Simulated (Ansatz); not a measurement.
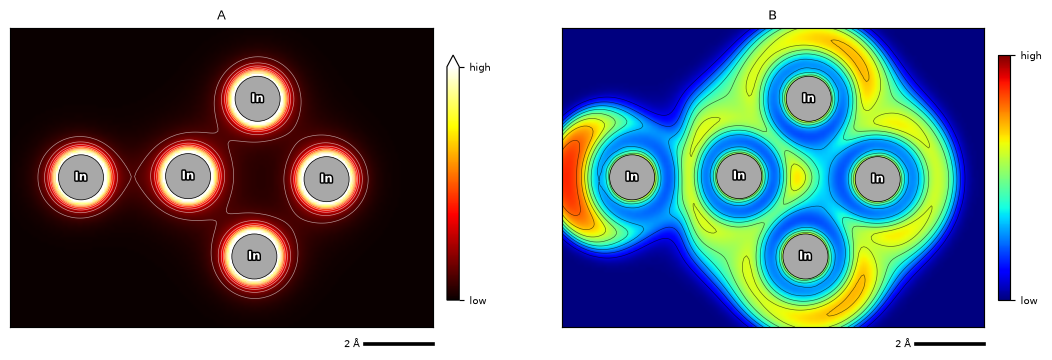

In···In3···In (charge +1): 2 fields on the molecular plane, with unlabelled colour scales. Grey discs cover the atomic cores.

Geometry: PBE-D4/def2-SVP; core potentials replace the inner electrons of In.

Theory: Ansatz, RKS PBE0-D4/def2-TZVP.

> The panels show electron density and electron localisation function in some order. Assign them.

Panel A: electron density. Panel B: electron localisation function. From the grid: In1···In5 (3.14 Å): the density falls to about 0.18 e/Å³ on the way; the ELF dips to about 0.20 between them. In–In (3.08 Å): ρ is about 0.21 e/Å³ halfway; the ELF is about 0.45 at the midpoint.
